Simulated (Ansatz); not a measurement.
## Molecular dynamics, with input and output: SiH2ClOF (part 2 of 2)

SiH2ClOF; RKS r2SCAN-D4/def2-mTZVP (Ansatz 0.2.0). It belongs to a series of runs on one base structure; here: dynamics from the start.

Geometry of the input (Å):
```
Si 0.0324  -0.0429  0.0531
Cl 0.0740  0.0964  2.1008
H  1.3812  0.0326  -0.5107
F  -0.8186  1.2061  -0.4599
O  -0.6354  -1.4471  -0.4228
H  -1.4428  -1.7552  0.0074
```

The program's output, continued:
```
md step    86: t =    21.50 fs  T =   799.3 K  F+E_penalty+E_count = -25199.36140738 eV  E_kin = 0.413280 eV  conserved = -25198.94890814 eV  (31 SCF iters)
md step    87: t =    21.75 fs  T =   818.0 K  F+E_penalty+E_count = -25199.37109895 eV  E_kin = 0.422947 eV  conserved = -25198.94895290 eV  (32 SCF iters)
md step    88: t =    22.00 fs  T =   833.8 K  F+E_penalty+E_count = -25199.37927311 eV  E_kin = 0.431103 eV  conserved = -25198.94899293 eV  (32 SCF iters)
md step    89: t =    22.25 fs  T =   845.5 K  F+E_penalty+E_count = -25199.38531771 eV  E_kin = 0.437136 eV  conserved = -25198.94902618 eV  (31 SCF iters)
md step    90: t =    22.50 fs  T =   852.1 K  F+E_penalty+E_count = -25199.38873412 eV  E_kin = 0.440550 eV  conserved = -25198.94905147 eV  (32 SCF iters)
md step    91: t =    22.75 fs  T =   852.9 K  F+E_penalty+E_count = -25199.38915692 eV  E_kin = 0.440979 eV  conserved = -25198.94906817 eV  (32 SCF iters)
md step    92: t =    23.00 fs  T =   847.5 K  F+E_penalty+E_count = -25199.38635979 eV  E_kin = 0.438196 eV  conserved = -25198.94907710 eV  (28 SCF iters)
md step    93: t =    23.25 fs  T =   835.7 K  F+E_penalty+E_count = -25199.38024416 eV  E_kin = 0.432101 eV  conserved = -25198.94907968 eV  (33 SCF iters)
md step    94: t =    23.50 fs  T =   817.5 K  F+E_penalty+E_count = -25199.37081662 eV  E_kin = 0.422699 eV  conserved = -25198.94907771 eV  (33 SCF iters)
md step    95: t =    23.75 fs  T =   793.1 K  F+E_penalty+E_count = -25199.35816165 eV  E_kin = 0.410073 eV  conserved = -25198.94907226 eV  (32 SCF iters)
md step    96: t =    24.00 fs  T =   762.7 K  F+E_penalty+E_count = -25199.34242080 eV  E_kin = 0.394363 eV  conserved = -25198.94906391 eV  (32 SCF iters)
md step    97: t =    24.25 fs  T =   726.8 K  F+E_penalty+E_count = -25199.32378334 eV  E_kin = 0.375760 eV  conserved = -25198.94905178 eV  (32 SCF iters)
md step    98: t =    24.50 fs  T =   685.7 K  F+E_penalty+E_count = -25199.30249594 eV  E_kin = 0.354511 eV  conserved = -25198.94903424 eV  (33 SCF iters)
md step    99: t =    24.75 fs  T =   640.1 K  F+E_penalty+E_count = -25199.27888759 eV  E_kin = 0.330948 eV  conserved = -25198.94900891 eV  (32 SCF iters)
these checks for a lower state are left out or cut short: starts, cluster_reference, orbital_swaps, neighbouring_geometries, increment
826 factors; their error is unknown
mean field -25199.22584871 eV, -926.0544692914 hartree, gradient 7.8e-6 eV, S^2 0.000000; 0 other end points of the search recorded, 0 dependent functions left out
the calculation of the forces begins
reference -25199.22585822 eV, -926.0544696408 hartree; 25, 25 occupied and 68, 68 virtual orbitals, 826 factors
826 factors; their error is unknown
mean field -25199.22584871 eV, -926.0544692914 hartree, gradient 7.8e-6 eV, S^2 0.000000; 1 other end points of the search recorded, 0 dependent functions left out
the calculation of the forces begins
reference -25199.22585822 eV, -926.0544696408 hartree; 25, 25 occupied and 68, 68 virtual orbitals, 826 factors
md step   100: t =    25.00 fs  T =   590.9 K  F+E_penalty+E_count = -25199.25340443 eV  E_kin = 0.305520 eV  conserved = -25198.94897350 eV  (29 SCF iters)
```

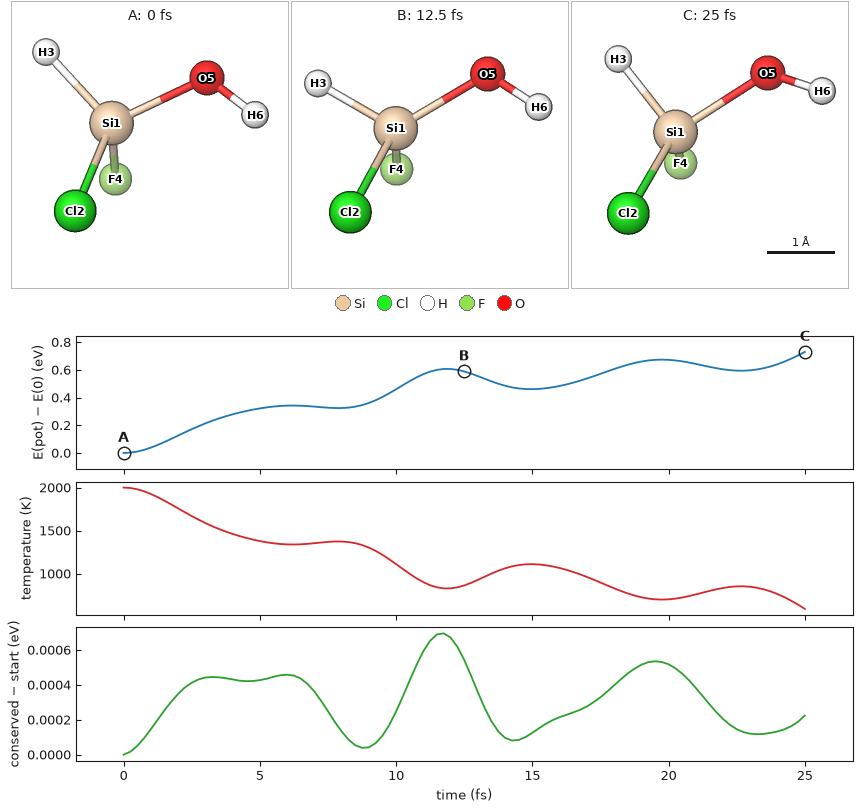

*Frames of the molecular dynamics (ball-and-stick, seen at a tilt) above the curves, on which the letters mark them.*

The trajectory kept here has 101 frames over 25 fs. The temperature starts at 2000 K, ranges from 591 to 2000 K and averages 869 K over the second half. The potential energy ends 0.730 eV above its first value. The conserved quantity stays within 0.0007 eV. After an unweighted best fit of the last frame on the first, the root-mean-square displacement is 0.22 Å.

```
Total energy: -25199.25341393 eV, -926.0554822947 hartree
Atom 0 at    -0.093624    -0.000572     0.140232 Å, force    -0.629683    -0.753976    -1.266399 eV/Å
Atom 1 at     0.169337     0.069195     2.258000 Å, force    -0.855259     0.165779    -1.388863 eV/Å
Atom 2 at     1.203964    -0.069426    -0.373670 Å, force     1.668529     0.477474    -0.210939 eV/Å
Atom 3 at    -0.816089     1.175229    -0.745817 Å, force     0.173087    -0.484587     1.686843 eV/Å
Atom 4 at    -0.624972    -1.403868    -0.574398 Å, force     0.426306     1.001556     0.742815 eV/Å
Atom 5 at    -1.321693    -1.979232    -0.291843 Å, force    -0.782980    -0.406246     0.436542 eV/Å
Dipole moment:    -0.185134    -0.275814     0.140368 e Å
```

Trajectory as extended XYZ (Å, eV, eV/Å), 15 of the 101 frames kept, from step=0 to step=100:
```
6
Properties=species:S:1:pos:R:3:forces:R:3 step=0 time_fs=0.0 energy=-25199.98328 temperature=2000.0
Si    0.0324   -0.0429    0.0531   -0.0012  -0.0042   0.0012
Cl    0.0740    0.0964    2.1008    0.0044   0.0001   0.0036
H     1.3812    0.0326   -0.5107   -0.0043  -0.0002   0.0038
F    -0.8186    1.2061   -0.4599   -0.0013  -0.0024  -0.0050
O    -0.6354   -1.4471   -0.4228    0.0022   0.0043  -0.0046
H    -1.4428   -1.7552    0.0074    0.0001   0.0023   0.0010
6
Properties=species:S:1:pos:R:3:forces:R:3 step=7 time_fs=1.8 energy=-25199.88128 temperature=1803.3
Si    0.0109   -0.0439    0.0580    1.8091   0.4539  -0.1258
Cl    0.0845    0.0952    2.1145   -0.1826  -0.0436  -0.1401
H     1.4632    0.1298   -0.4547   -1.3350  -0.3657   0.3076
F    -0.8124    1.2029   -0.4830   -0.2494   0.1191   0.0045
O    -0.6325   -1.4444   -0.4377   -0.9706  -0.5014   0.4528
H    -1.4583   -1.7638    0.0037    0.9286   0.3377  -0.4990
6
Properties=species:S:1:pos:R:3:forces:R:3 step=14 time_fs=3.5 energy=-25199.73391 temperature=1518.6
Si   -0.0087   -0.0445    0.0627    2.8428   0.8415   0.0099
Cl    0.0948    0.0939    2.1282   -0.3605  -0.0887  -0.2737
H     1.5080    0.2163   -0.3904   -1.9181  -0.6846   0.2863
F    -0.8067    1.1999   -0.5061   -0.4606   0.2099   0.0150
O    -0.6312   -1.4425   -0.4517   -0.7593  -0.4581   0.3416
H    -1.4496   -1.7637   -0.0131    0.6557   0.1800  -0.3790
6
Properties=species:S:1:pos:R:3:forces:R:3 step=21 time_fs=5.2 energy=-25199.65402 temperature=1364.1
Si   -0.0254   -0.0441    0.0675    3.1978   1.0717   0.2430
Cl    0.1049    0.0925    2.1415   -0.5295  -0.1325  -0.3798
H     1.4980    0.2831   -0.3182   -1.8842  -0.8916   0.0811
F    -0.8016    1.1973   -0.5292   -0.6359   0.2620   0.0361
O    -0.6311   -1.4413   -0.4653    0.3856   0.0560  -0.2007
H    -1.4240   -1.7594   -0.0397   -0.5338  -0.3657   0.2203
6
Properties=species:S:1:pos:R:3:forces:R:3 step=29 time_fs=7.2 energy=-25199.65280 temperature=1361.5
Si   -0.0404   -0.0424    0.0733    2.7051   1.0827   0.5667
Cl    0.1158    0.0908    2.1565   -0.7061  -0.1735  -0.4443
H     1.4217    0.3277   -0.2336   -1.0692  -0.9208  -0.3028
F    -0.7971    1.1948   -0.5554   -0.7938   0.2810   0.0808
O    -0.6302   -1.4399   -0.4812    0.7879   0.3028  -0.3131
H    -1.4131   -1.7673   -0.0627   -0.9239  -0.5721   0.4127
6
Properties=species:S:1:pos:R:3:forces:R:3 step=36 time_fs=9.0 energy=-25199.62243 temperature=1302.4
Si   -0.0506   -0.0397    0.0789    1.2588   0.7630   0.8855
Cl    0.1247    0.0892    2.1691   -0.8367  -0.1956  -0.4587
H     1.3221    0.3385   -0.1688    0.5326  -0.6507  -0.7409
F    -0.7944    1.1930   -0.5783   -0.8842   0.2649   0.1435
O    -0.6281   -1.4382   -0.4956   -0.3054  -0.1326   0.3496
H    -1.4287   -1.7904   -0.0718    0.2349  -0.0489  -0.1789
6
Properties=species:S:1:pos:R:3:forces:R:3 step=43 time_fs=10.8 energy=-25199.43765 temperature=946.0
Si   -0.0595   -0.0362    0.0855   -0.6368   0.2220   1.0949
Cl    0.1330    0.0874    2.1814   -0.9365  -0.2010  -0.4791
H     1.2392    0.3307   -0.1256    2.4747  -0.1875  -1.1291
F    -0.7931    1.1917   -0.6009   -0.9019   0.2053   0.2407
O    -0.6265   -1.4367   -0.5094   -0.9791  -0.3787   0.8123
H    -1.4387   -1.8153   -0.0854    0.9797   0.3398  -0.5398
6
Properties=species:S:1:pos:R:3:forces:R:3 step=50 time_fs=12.5 energy=-25199.39451 temperature=862.8
Si   -0.0689   -0.0325    0.0933   -0.9600   0.0429   0.9086
Cl    0.1405    0.0854    2.1933   -1.0035  -0.1863  -0.5541
H     1.2246    0.3166   -0.1146    2.7539  -0.0921  -1.1598
F    -0.7932    1.1906   -0.6232   -0.8259   0.0927   0.3880
O    -0.6265   -1.4357   -0.5217   -0.4858  -0.0058   0.7098
H    -1.4230   -1.8317   -0.1134    0.5212   0.1487  -0.2924
6
Properties=species:S:1:pos:R:3:forces:R:3 step=57 time_fs=14.2 energy=-25199.50943 temperature=1084.3
Si   -0.0792   -0.0286    0.1019    0.7307   0.3090   0.3043
Cl    0.1471    0.0833    2.2047   -1.0384  -0.1516  -0.6887
H     1.2853    0.2985   -0.1366    0.9466  -0.4305  -0.7769
F    -0.7945    1.1897   -0.6448   -0.6746  -0.0570   0.5821
O    -0.6273   -1.4348   -0.5329    0.6966   0.7926   0.2767
H    -1.3939   -1.8448   -0.1490   -0.6610  -0.4624   0.3026
6
Properties=species:S:1:pos:R:3:forces:R:3 step=64 time_fs=16.0 energy=-25199.49957 temperature=1065.7
Si   -0.0886   -0.0245    0.1109    2.3752   0.4466  -0.3821
Cl    0.1529    0.0811    2.2155   -1.0426  -0.1018  -0.8422
H     1.3741    0.2683   -0.1811   -0.8718  -0.6263  -0.2908
F    -0.7969    1.1887   -0.6656   -0.4926  -0.2072   0.7980
O    -0.6269   -1.4324   -0.5434    0.8709   1.0409   0.3121
H    -1.3816   -1.8702   -0.1770   -0.8391  -0.5522   0.4049
6
Properties=species:S:1:pos:R:3:forces:R:3 step=71 time_fs=17.8 energy=-25199.39449 temperature=863.0
Si   -0.0957   -0.0199    0.1194    3.1184   0.3302  -0.9532
Cl    0.1578    0.0787    2.2257   -1.0246  -0.0449  -0.9782
H     1.4395    0.2204   -0.2344   -1.8084  -0.5560   0.0974
F    -0.8001    1.1874   -0.6851   -0.3166  -0.3322   1.0127
O    -0.6252   -1.4283   -0.5533   -0.2462   0.4136   0.9021
H    -1.3905   -1.9096   -0.1947    0.2774   0.1894  -0.0808
6
Properties=species:S:1:pos:R:3:forces:R:3 step=79 time_fs=19.8 energy=-25199.30929 temperature=698.8
Si   -0.0998   -0.0142    0.1280    3.1371   0.0227  -1.4591
Cl    0.1624    0.0760    2.2362   -0.9910   0.0187  -1.1053
H     1.4508    0.1463   -0.2918   -2.0088  -0.3029   0.3853
F    -0.8043    1.1853   -0.7054   -0.1443  -0.4380   1.2415
O    -0.6238   -1.4226   -0.5625   -0.9280  -0.0345   1.2636
H    -1.3908   -1.9474   -0.2176    0.9350   0.7339  -0.3260
6
Properties=species:S:1:pos:R:3:forces:R:3 step=86 time_fs=21.5 energy=-25199.36141 temperature=799.3
Si   -0.1000   -0.0092    0.1339    2.5648  -0.3193  -1.7442
Cl    0.1655    0.0737    2.2445   -0.9548   0.0702  -1.2025
H     1.3992    0.0719   -0.3305   -1.5286  -0.0094   0.4745
F    -0.8083    1.1827   -0.7212   -0.0208  -0.4957   1.4202
O    -0.6241   -1.4176   -0.5682   -0.3458   0.4067   1.0682
H    -1.3652   -1.9601   -0.2464    0.2852   0.3475  -0.0162
6
Properties=species:S:1:pos:R:3:forces:R:3 step=93 time_fs=23.2 energy=-25199.38024 temperature=835.7
Si   -0.0974   -0.0046    0.1379    1.2767  -0.6325  -1.7209
Cl    0.1678    0.0714    2.2518   -0.9093   0.1192  -1.2967
H     1.3046   -0.0029   -0.3560   -0.2662   0.2900   0.2980
F    -0.8122    1.1794   -0.7347    0.0832  -0.5127   1.5718
O    -0.6251   -1.4118   -0.5720    0.6630   1.2159   0.6834
H    -1.3326   -1.9638   -0.2753   -0.8473  -0.4799   0.4644
6
Properties=species:S:1:pos:R:3:forces:R:3 step=100 time_fs=25.0 energy=-25199.25340 temperature=590.9
Si   -0.0936   -0.0006    0.1402   -0.6297  -0.7540  -1.2664
Cl    0.1693    0.0692    2.2580   -0.8553   0.1658  -1.3889
H     1.2040   -0.0694   -0.3737    1.6685   0.4775  -0.2109
F    -0.8161    1.1752   -0.7458    0.1731  -0.4846   1.6868
O    -0.6250   -1.4039   -0.5744    0.4263   1.0016   0.7428
H    -1.3217   -1.9792   -0.2918   -0.7830  -0.4062   0.4365
```
